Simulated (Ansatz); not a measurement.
# SiH₅ (doublet): B2PLYP, RPA-PBE over a scan of the distance Si1–H5 along a hydrogen transfer, cc-pVDZ

Aim: run SiH₅ (doublet) with these functionals over a scan of the distance Si1–H5 along a hydrogen transfer, and hold them against the top wave-function level at the same points.

Method: cc-pVDZ, all electrons in the functionals, frozen cores in the correlation of double hybrids and RPA; program: Ansatz 0.2.0, Gaussian basis.

To be run: B2PLYP, RPA-PBE, at 1.381 Å; 1.485 Å; 1.569 Å; 1.652 Å; 1.736 Å; 1.820 Å; 1.904 Å; 1.988 Å; 2.072 Å.

7 further runs of the same task are left out: 7 that didn't finish.

## 1. The geometry

The geometry derives from fragments relaxed apart (PBE0/def2-TZVP) and kept rigid, so it is no stationary point. A hydrogen atom is moved between rigid fragments.

6 atoms, charge 0, spin multiplicity 2.

Atoms are counted from 1 here; the program's logs count them from 0.

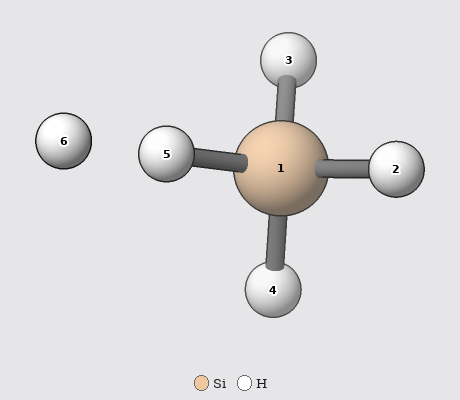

The geometry (silicon light orange, hydrogen white); atoms are numbered from 1 in the order of the file.

No dispersion term is added.

The geometry shown and the zero of energy belong to the point 1.485 Å. The yardstick, UCCSDT(Q), and other wave-function levels (R restricted, U unrestricted, valence and pair active spaces) come from earlier runs.

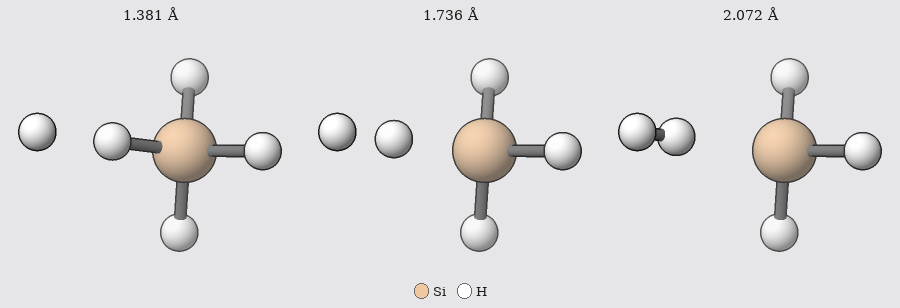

Three points of the scan; sticks are drawn by distance.

## 2. B2PLYP, 1.381 Å

File in.yaml:

```yaml
crystal:
  periodic: [false, false, false]
  atoms:
    - {symbol: Si, position_ang: [-0.082563, 0.000000, 0.000000]}
    - {symbol: H, position_ang: [-0.577435, 1.399708, 0.000000]}
    - {symbol: H, position_ang: [-0.577435, -0.699854, 1.212183]}
    - {symbol: H, position_ang: [-0.577435, -0.699854, -1.212183]}
    - {symbol: H, position_ang: [1.298437, 0.000000, 0.000000]}
    - {symbol: H, position_ang: [2.734437, 0.000000, 0.000000]}
basis:
  gaussian: {orbitals: cc-pVDZ}
magnetization: {spin_polarized: true, initial_magnetization: 1}
hamiltonian: {xc: {name: B2PLYP}}
correlation: {electrons: outside_noble_gas}
```

Started as:

```bash
$ ansatz run in.yaml --threads 1 --pin off --events-out ev --progress --plain --max-ram 2393MiB
```

What it wrote:

```text
Functional definition: B2PLYP
  name "B2PLYP"
  cite "Grimme, J. Chem. Phys. 124, 034108 (2006) doi:10.1063/1.2148954"
  cite "Becke, Phys. Rev. A 38, 3098 (1988) doi:10.1103/PhysRevA.38.3098"
  cite "Lee, Yang & Parr, Phys. Rev. B 37, 785 (1988) doi:10.1103/PhysRevB.37.785"
  parameter a = 0.53
  parameter c = 0.27
  exchange = (1 - a)*b88_x + a*exact_x
  correlation = (1 - c)*lyp_c + c*(mp2_os + mp2_ss)
399 factors; integrals over basis functions are off by at most 2.1e-3 eV
mean field evaluation 1: about -7950.2123 eV, gradient 4.9e0 eV
mean field evaluation 2: about -7950.2261 eV, gradient 4.9e0 eV
mean field evaluation 4: about -7950.6127 eV, gradient 5.5e-1 eV
mean field evaluation 8: about -7950.6171 eV, gradient 5.2e-3 eV
mean field evaluation 16: about -7950.6171 eV, gradient 7.1e-6 eV
mean field -7950.61710649 eV, -292.1797895417 hartree, gradient 7.1e-6 eV, S^2 0.752893; 0 other end points of the search recorded, 0 dependent functions left out
5 core orbitals not correlated: weight in the atoms' cores, before any rotation towards them, 1.000 or more for the frozen orbitals, at most 0.000 for the correlated occupied ones
reference -7950.61726193 eV, -292.1797952540 hartree; 5, 4 occupied and 33, 34 virtual orbitals, 399 factors
second order -4.05613672 eV of doubles, -0.00000000 eV of singles
Total energy: -7951.71241884 eV, -292.2200415282 hartree
```

Run time: 2 s. Hardware: 1 thread of Arm Neoverse N1, shared host.

From the report: ⟨S²⟩ of the determinant 0.753 (pure doublet: 0.75).

## 3. B2PLYP, 1.485 Å

File in.yaml:

```yaml
crystal:
  periodic: [false, false, false]
  atoms:
    - {symbol: Si, position_ang: [-0.085716, 0.000000, 0.000000]}
    - {symbol: H, position_ang: [-0.580588, 1.399708, 0.000000]}
    - {symbol: H, position_ang: [-0.580588, -0.699854, 1.212183]}
    - {symbol: H, position_ang: [-0.580588, -0.699854, -1.212183]}
    - {symbol: H, position_ang: [1.398899, 0.000000, 0.000000]}
    - {symbol: H, position_ang: [2.731284, 0.000000, 0.000000]}
basis:
  gaussian: {orbitals: cc-pVDZ}
magnetization: {spin_polarized: true, initial_magnetization: 1}
hamiltonian: {xc: {name: B2PLYP}}
correlation: {electrons: outside_noble_gas}
```

Same command.

What it wrote:

```text
Functional definition: B2PLYP
  name "B2PLYP"
  cite "Grimme, J. Chem. Phys. 124, 034108 (2006) doi:10.1063/1.2148954"
  cite "Becke, Phys. Rev. A 38, 3098 (1988) doi:10.1103/PhysRevA.38.3098"
  cite "Lee, Yang & Parr, Phys. Rev. B 37, 785 (1988) doi:10.1103/PhysRevB.37.785"
  parameter a = 0.53
  parameter c = 0.27
  exchange = (1 - a)*b88_x + a*exact_x
  correlation = (1 - c)*lyp_c + c*(mp2_os + mp2_ss)
399 factors; integrals over basis functions are off by at most 1.4e-3 eV
mean field evaluation 1: about -7950.3544 eV, gradient 4.8e0 eV
mean field evaluation 2: about -7950.3670 eV, gradient 4.8e0 eV
mean field evaluation 4: about -7950.7548 eV, gradient 5.6e-1 eV
mean field evaluation 8: about -7950.7602 eV, gradient 9.0e-3 eV
mean field evaluation 16: about -7950.7602 eV, gradient 5.4e-6 eV
mean field -7950.76024146 eV, -292.1850496548 hartree, gradient 5.4e-6 eV, S^2 0.755426; 0 other end points of the search recorded, 0 dependent functions left out
5 core orbitals not correlated: weight in the atoms' cores, before any rotation towards them, 1.000 or more for the frozen orbitals, at most 0.000 for the correlated occupied ones
reference -7950.76039619 eV, -292.1850553410 hartree; 5, 4 occupied and 33, 34 virtual orbitals, 399 factors
second order -4.11168365 eV of doubles, -0.00000000 eV of singles
Total energy: -7951.87055077 eV, -292.2258527695 hartree
```

Wall time 2.1 s (1 thread of Arm Neoverse N1, shared host).

From the report: ⟨S²⟩ of the determinant 0.755 (pure doublet: 0.75).

## 4. B2PLYP, 1.569 Å

File in.yaml:

```yaml
crystal:
  periodic: [false, false, false]
  atoms:
    - {symbol: Si, position_ang: [-0.088284, 0.000000, 0.000000]}
    - {symbol: H, position_ang: [-0.583156, 1.399708, 0.000000]}
    - {symbol: H, position_ang: [-0.583155, -0.699854, 1.212183]}
    - {symbol: H, position_ang: [-0.583156, -0.699854, -1.212183]}
    - {symbol: H, position_ang: [1.480716, 0.000000, 0.000000]}
    - {symbol: H, position_ang: [2.728716, 0.000000, 0.000000]}
basis:
  gaussian: {orbitals: cc-pVDZ}
magnetization: {spin_polarized: true, initial_magnetization: 1}
hamiltonian: {xc: {name: B2PLYP}}
correlation: {electrons: outside_noble_gas}
```

Same command.

What it wrote:

```text
Functional definition: B2PLYP
  name "B2PLYP"
  cite "Grimme, J. Chem. Phys. 124, 034108 (2006) doi:10.1063/1.2148954"
  cite "Becke, Phys. Rev. A 38, 3098 (1988) doi:10.1103/PhysRevA.38.3098"
  cite "Lee, Yang & Parr, Phys. Rev. B 37, 785 (1988) doi:10.1103/PhysRevB.37.785"
  parameter a = 0.53
  parameter c = 0.27
  exchange = (1 - a)*b88_x + a*exact_x
  correlation = (1 - c)*lyp_c + c*(mp2_os + mp2_ss)
399 factors; integrals over basis functions are off by at most 1.1e-3 eV
mean field evaluation 1: about -7950.3773 eV, gradient 4.6e0 eV
mean field evaluation 2: about -7950.3892 eV, gradient 4.6e0 eV
mean field evaluation 4: about -7950.7594 eV, gradient 5.9e-1 eV
mean field evaluation 8: about -7950.7663 eV, gradient 1.3e-2 eV
mean field evaluation 16: about -7950.7663 eV, gradient 4.2e-6 eV
mean field -7950.76629931 eV, -292.1852722768 hartree, gradient 4.2e-6 eV, S^2 0.759015; 0 other end points of the search recorded, 0 dependent functions left out
5 core orbitals not correlated: weight in the atoms' cores, before any rotation towards them, 1.000 or more for the frozen orbitals, at most 0.000 for the correlated occupied ones
reference -7950.76645351 eV, -292.1852779433 hartree; 5, 4 occupied and 33, 34 virtual orbitals, 399 factors
second order -4.16740815 eV of doubles, -0.00000000 eV of singles
Total energy: -7951.89165371 eV, -292.2266282879 hartree
```

Wall time 2.1 s (1 thread of Arm Neoverse N1, shared host).

From the report: ⟨S²⟩ of the determinant 0.759 (pure doublet: 0.75).

From 1.485 Å: -0.021 eV.

## 5. B2PLYP, 1.652 Å

File in.yaml:

```yaml
crystal:
  periodic: [false, false, false]
  atoms:
    - {symbol: Si, position_ang: [-0.090809, 0.000000, 0.000000]}
    - {symbol: H, position_ang: [-0.585681, 1.399708, 0.000000]}
    - {symbol: H, position_ang: [-0.585681, -0.699854, 1.212183]}
    - {symbol: H, position_ang: [-0.585681, -0.699854, -1.212183]}
    - {symbol: H, position_ang: [1.561191, 0.000000, 0.000000]}
    - {symbol: H, position_ang: [2.726191, 0.000000, 0.000000]}
basis:
  gaussian: {orbitals: cc-pVDZ}
magnetization: {spin_polarized: true, initial_magnetization: 1}
hamiltonian: {xc: {name: B2PLYP}}
correlation: {electrons: outside_noble_gas}
```

Launched as before.

What it wrote:

```text
Functional definition: B2PLYP
  name "B2PLYP"
  cite "Grimme, J. Chem. Phys. 124, 034108 (2006) doi:10.1063/1.2148954"
  cite "Becke, Phys. Rev. A 38, 3098 (1988) doi:10.1103/PhysRevA.38.3098"
  cite "Lee, Yang & Parr, Phys. Rev. B 37, 785 (1988) doi:10.1103/PhysRevB.37.785"
  parameter a = 0.53
  parameter c = 0.27
  exchange = (1 - a)*b88_x + a*exact_x
  correlation = (1 - c)*lyp_c + c*(mp2_os + mp2_ss)
399 factors; integrals over basis functions are off by at most 1.0e-3 eV
mean field evaluation 1: about -7950.3894 eV, gradient 4.5e0 eV
mean field evaluation 2: about -7950.4013 eV, gradient 4.5e0 eV
mean field evaluation 4: about -7950.7351 eV, gradient 6.1e-1 eV
mean field evaluation 8: about -7950.7435 eV, gradient 1.6e-2 eV
mean field evaluation 16: about -7950.7435 eV, gradient 7.3e-6 eV
mean field -7950.74354723 eV, -292.1844361532 hartree, gradient 2.1e-6 eV, S^2 0.763700; 0 other end points of the search recorded, 0 dependent functions left out
5 core orbitals not correlated: weight in the atoms' cores, before any rotation towards them, 1.000 or more for the frozen orbitals, at most 0.000 for the correlated occupied ones
reference -7950.74370098 eV, -292.1844418034 hartree; 5, 4 occupied and 33, 34 virtual orbitals, 399 factors
second order -4.22524421 eV of doubles, -0.00000000 eV of singles
Total energy: -7951.88451692 eV, -292.2263660158 hartree
```

Wall time 2.1 s (1 thread of Arm Neoverse N1, shared host).

From the report: ⟨S²⟩ of the determinant 0.764 (pure doublet: 0.75).

From 1.485 Å: -0.014 eV.

## 6. B2PLYP, 1.736 Å

File in.yaml:

```yaml
crystal:
  periodic: [false, false, false]
  atoms:
    - {symbol: Si, position_ang: [-0.093365, 0.000000, 0.000000]}
    - {symbol: H, position_ang: [-0.588237, 1.399708, 0.000000]}
    - {symbol: H, position_ang: [-0.588237, -0.699854, 1.212183]}
    - {symbol: H, position_ang: [-0.588237, -0.699854, -1.212183]}
    - {symbol: H, position_ang: [1.642635, 0.000000, 0.000000]}
    - {symbol: H, position_ang: [2.723635, 0.000000, 0.000000]}
basis:
  gaussian: {orbitals: cc-pVDZ}
magnetization: {spin_polarized: true, initial_magnetization: 1}
hamiltonian: {xc: {name: B2PLYP}}
correlation: {electrons: outside_noble_gas}
```

Launched as before.

What it wrote:

```text
Functional definition: B2PLYP
  name "B2PLYP"
  cite "Grimme, J. Chem. Phys. 124, 034108 (2006) doi:10.1063/1.2148954"
  cite "Becke, Phys. Rev. A 38, 3098 (1988) doi:10.1103/PhysRevA.38.3098"
  cite "Lee, Yang & Parr, Phys. Rev. B 37, 785 (1988) doi:10.1103/PhysRevB.37.785"
  parameter a = 0.53
  parameter c = 0.27
  exchange = (1 - a)*b88_x + a*exact_x
  correlation = (1 - c)*lyp_c + c*(mp2_os + mp2_ss)
397 factors; integrals over basis functions are off by at most 1.1e-3 eV
mean field evaluation 1: about -7950.4393 eV, gradient 4.4e0 eV
mean field evaluation 2: about -7950.4511 eV, gradient 4.4e0 eV
mean field evaluation 4: about -7950.7374 eV, gradient 6.1e-1 eV
mean field evaluation 8: about -7950.7464 eV, gradient 1.7e-2 eV
mean field evaluation 16: about -7950.7464 eV, gradient 9.5e-6 eV
mean field -7950.74640150 eV, -292.1845410458 hartree, gradient 2.7e-6 eV, S^2 0.767602; 0 other end points of the search recorded, 0 dependent functions left out
5 core orbitals not correlated: weight in the atoms' cores, before any rotation towards them, 1.000 or more for the frozen orbitals, at most 0.000 for the correlated occupied ones
reference -7950.74655458 eV, -292.1845466714 hartree; 5, 4 occupied and 33, 34 virtual orbitals, 397 factors
second order -4.27676049 eV of doubles, -0.00000000 eV of singles
Total energy: -7951.90127992 eV, -292.2269820446 hartree
```

It took 2.2 s on 1 thread of Arm Neoverse N1, shared host.

From the report: ⟨S²⟩ of the determinant 0.768 (pure doublet: 0.75).

From 1.485 Å: -0.031 eV.

## 7. B2PLYP, 1.820 Å

File in.yaml:

```yaml
crystal:
  periodic: [false, false, false]
  atoms:
    - {symbol: Si, position_ang: [-0.095921, 0.000000, 0.000000]}
    - {symbol: H, position_ang: [-0.590793, 1.399708, 0.000000]}
    - {symbol: H, position_ang: [-0.590793, -0.699854, 1.212183]}
    - {symbol: H, position_ang: [-0.590793, -0.699854, -1.212183]}
    - {symbol: H, position_ang: [1.724079, 0.000000, 0.000000]}
    - {symbol: H, position_ang: [2.721079, 0.000000, 0.000000]}
basis:
  gaussian: {orbitals: cc-pVDZ}
magnetization: {spin_polarized: true, initial_magnetization: 1}
hamiltonian: {xc: {name: B2PLYP}}
correlation: {electrons: outside_noble_gas}
```

Same command.

What it wrote:

```text
Functional definition: B2PLYP
  name "B2PLYP"
  cite "Grimme, J. Chem. Phys. 124, 034108 (2006) doi:10.1063/1.2148954"
  cite "Becke, Phys. Rev. A 38, 3098 (1988) doi:10.1103/PhysRevA.38.3098"
  cite "Lee, Yang & Parr, Phys. Rev. B 37, 785 (1988) doi:10.1103/PhysRevB.37.785"
  parameter a = 0.53
  parameter c = 0.27
  exchange = (1 - a)*b88_x + a*exact_x
  correlation = (1 - c)*lyp_c + c*(mp2_os + mp2_ss)
397 factors; integrals over basis functions are off by at most 1.1e-3 eV
mean field evaluation 1: about -7950.5463 eV, gradient 4.3e0 eV
mean field evaluation 2: about -7950.5576 eV, gradient 4.3e0 eV
mean field evaluation 4: about -7950.8028 eV, gradient 5.5e-1 eV
mean field evaluation 8: about -7950.8100 eV, gradient 1.6e-2 eV
mean field evaluation 16: about -7950.8100 eV, gradient 3.2e-6 eV
mean field -7950.80999591 eV, -292.1868780973 hartree, gradient 3.3e-6 eV, S^2 0.767633; 0 other end points of the search recorded, 0 dependent functions left out
5 core orbitals not correlated: weight in the atoms' cores, before any rotation towards them, 1.000 or more for the frozen orbitals, at most 0.000 for the correlated occupied ones
reference -7950.81014728 eV, -292.1868836599 hartree; 5, 4 occupied and 33, 34 virtual orbitals, 397 factors
second order -4.30892027 eV of doubles, -0.00000000 eV of singles
Total energy: -7951.97355575 eV, -292.2296381327 hartree
```

It took 2 s on 1 thread of Arm Neoverse N1, shared host.

From the report: ⟨S²⟩ of the determinant 0.768 (pure doublet: 0.75).

From 1.485 Å: -0.103 eV.

## 8. B2PLYP, 1.904 Å

File in.yaml:

```yaml
crystal:
  periodic: [false, false, false]
  atoms:
    - {symbol: Si, position_ang: [-0.098477, 0.000000, 0.000000]}
    - {symbol: H, position_ang: [-0.593349, 1.399708, 0.000000]}
    - {symbol: H, position_ang: [-0.593349, -0.699854, 1.212183]}
    - {symbol: H, position_ang: [-0.593349, -0.699854, -1.212183]}
    - {symbol: H, position_ang: [1.805523, 0.000000, 0.000000]}
    - {symbol: H, position_ang: [2.718523, 0.000000, 0.000000]}
basis:
  gaussian: {orbitals: cc-pVDZ}
magnetization: {spin_polarized: true, initial_magnetization: 1}
hamiltonian: {xc: {name: B2PLYP}}
correlation: {electrons: outside_noble_gas}
```

Launched as before.

What it wrote:

```text
Functional definition: B2PLYP
  name "B2PLYP"
  cite "Grimme, J. Chem. Phys. 124, 034108 (2006) doi:10.1063/1.2148954"
  cite "Becke, Phys. Rev. A 38, 3098 (1988) doi:10.1103/PhysRevA.38.3098"
  cite "Lee, Yang & Parr, Phys. Rev. B 37, 785 (1988) doi:10.1103/PhysRevB.37.785"
  parameter a = 0.53
  parameter c = 0.27
  exchange = (1 - a)*b88_x + a*exact_x
  correlation = (1 - c)*lyp_c + c*(mp2_os + mp2_ss)
397 factors; integrals over basis functions are off by at most 1.1e-3 eV
mean field evaluation 1: about -7950.6941 eV, gradient 4.3e0 eV
mean field evaluation 2: about -7950.7055 eV, gradient 4.3e0 eV
mean field evaluation 4: about -7950.9260 eV, gradient 4.6e-1 eV
mean field evaluation 8: about -7950.9305 eV, gradient 1.2e-2 eV
mean field evaluation 16: about -7950.9305 eV, gradient 1.6e-5 eV
mean field -7950.93048562 eV, -292.1913060124 hartree, gradient 1.6e-6 eV, S^2 0.763639; 0 other end points of the search recorded, 0 dependent functions left out
5 core orbitals not correlated: weight in the atoms' cores, before any rotation towards them, 1.000 or more for the frozen orbitals, at most 0.000 for the correlated occupied ones
reference -7950.93063383 eV, -292.1913114588 hartree; 5, 4 occupied and 33, 34 virtual orbitals, 397 factors
second order -4.31145711 eV of doubles, -0.00000000 eV of singles
Total energy: -7952.09472725 eV, -292.2340911029 hartree
```

Wall time 2.1 s (1 thread of Arm Neoverse N1, shared host).

From the report: ⟨S²⟩ of the determinant 0.764 (pure doublet: 0.75).

From 1.485 Å: -0.224 eV.

## 9. B2PLYP, 1.988 Å

File in.yaml:

```yaml
crystal:
  periodic: [false, false, false]
  atoms:
    - {symbol: Si, position_ang: [-0.101033, 0.000000, 0.000000]}
    - {symbol: H, position_ang: [-0.595905, 1.399708, 0.000000]}
    - {symbol: H, position_ang: [-0.595905, -0.699854, 1.212183]}
    - {symbol: H, position_ang: [-0.595905, -0.699854, -1.212183]}
    - {symbol: H, position_ang: [1.886967, 0.000000, 0.000000]}
    - {symbol: H, position_ang: [2.715967, 0.000000, 0.000000]}
basis:
  gaussian: {orbitals: cc-pVDZ}
magnetization: {spin_polarized: true, initial_magnetization: 1}
hamiltonian: {xc: {name: B2PLYP}}
correlation: {electrons: outside_noble_gas}
```

Same command.

What it wrote:

```text
Functional definition: B2PLYP
  name "B2PLYP"
  cite "Grimme, J. Chem. Phys. 124, 034108 (2006) doi:10.1063/1.2148954"
  cite "Becke, Phys. Rev. A 38, 3098 (1988) doi:10.1103/PhysRevA.38.3098"
  cite "Lee, Yang & Parr, Phys. Rev. B 37, 785 (1988) doi:10.1103/PhysRevB.37.785"
  parameter a = 0.53
  parameter c = 0.27
  exchange = (1 - a)*b88_x + a*exact_x
  correlation = (1 - c)*lyp_c + c*(mp2_os + mp2_ss)
397 factors; integrals over basis functions are off by at most 1.1e-3 eV
mean field evaluation 1: about -7950.8426 eV, gradient 4.3e0 eV
mean field evaluation 2: about -7950.8425 eV, gradient 4.3e0 eV
mean field evaluation 4: about -7951.0531 eV, gradient 3.8e-1 eV
mean field evaluation 8: about -7951.0557 eV, gradient 1.1e-2 eV
mean field evaluation 16: about -7951.0557 eV, gradient 2.1e-6 eV
mean field -7951.05566398 eV, -292.1959062322 hartree, gradient 2.1e-6 eV, S^2 0.758855; 0 other end points of the search recorded, 0 dependent functions left out
5 core orbitals not correlated: weight in the atoms' cores, before any rotation towards them, 1.000 or more for the frozen orbitals, at most 0.000 for the correlated occupied ones
reference -7951.05580859 eV, -292.1959115466 hartree; 5, 4 occupied and 33, 34 virtual orbitals, 397 factors
second order -4.28367964 eV of doubles, -0.00000000 eV of singles
Total energy: -7952.21240210 eV, -292.2384155738 hartree
```

Run time: 1.9 s. Hardware: 1 thread of Arm Neoverse N1, shared host.

From the report: ⟨S²⟩ of the determinant 0.759 (pure doublet: 0.75).

From 1.485 Å: -0.342 eV.

## 10. B2PLYP, 2.072 Å

File in.yaml:

```yaml
crystal:
  periodic: [false, false, false]
  atoms:
    - {symbol: Si, position_ang: [-0.103589, 0.000000, 0.000000]}
    - {symbol: H, position_ang: [-0.598461, 1.399708, 0.000000]}
    - {symbol: H, position_ang: [-0.598461, -0.699854, 1.212183]}
    - {symbol: H, position_ang: [-0.598461, -0.699854, -1.212183]}
    - {symbol: H, position_ang: [1.968411, 0.000000, 0.000000]}
    - {symbol: H, position_ang: [2.713411, 0.000000, 0.000000]}
basis:
  gaussian: {orbitals: cc-pVDZ}
magnetization: {spin_polarized: true, initial_magnetization: 1}
hamiltonian: {xc: {name: B2PLYP}}
correlation: {electrons: outside_noble_gas}
```

The command is unchanged.

What it wrote:

```text
Functional definition: B2PLYP
  name "B2PLYP"
  cite "Grimme, J. Chem. Phys. 124, 034108 (2006) doi:10.1063/1.2148954"
  cite "Becke, Phys. Rev. A 38, 3098 (1988) doi:10.1103/PhysRevA.38.3098"
  cite "Lee, Yang & Parr, Phys. Rev. B 37, 785 (1988) doi:10.1103/PhysRevB.37.785"
  parameter a = 0.53
  parameter c = 0.27
  exchange = (1 - a)*b88_x + a*exact_x
  correlation = (1 - c)*lyp_c + c*(mp2_os + mp2_ss)
395 factors; integrals over basis functions are off by at most 1.3e-3 eV
mean field evaluation 1: about -7950.8786 eV, gradient 4.4e0 eV
mean field evaluation 2: about -7950.8780 eV, gradient 4.4e0 eV
mean field evaluation 4: about -7951.0869 eV, gradient 3.3e-1 eV
mean field evaluation 8: about -7951.0887 eV, gradient 1.1e-2 eV
mean field evaluation 16: about -7951.0887 eV, gradient 6.4e-6 eV
mean field -7951.08866461 eV, -292.1971189830 hartree, gradient 6.4e-6 eV, S^2 0.755588; 0 other end points of the search recorded, 0 dependent functions left out
5 core orbitals not correlated: weight in the atoms' cores, before any rotation towards them, 1.000 or more for the frozen orbitals, at most 0.000 for the correlated occupied ones
reference -7951.08880660 eV, -292.1971242008 hartree; 5, 4 occupied and 33, 34 virtual orbitals, 395 factors
second order -4.23586886 eV of doubles, -0.00000000 eV of singles
Total energy: -7952.23249119 eV, -292.2391538344 hartree
```

It took 1.8 s on 1 thread of Arm Neoverse N1, shared host.

From the report: ⟨S²⟩ of the determinant 0.756 (pure doublet: 0.75).

From 1.485 Å: -0.362 eV.

[end of part 1 of 2]
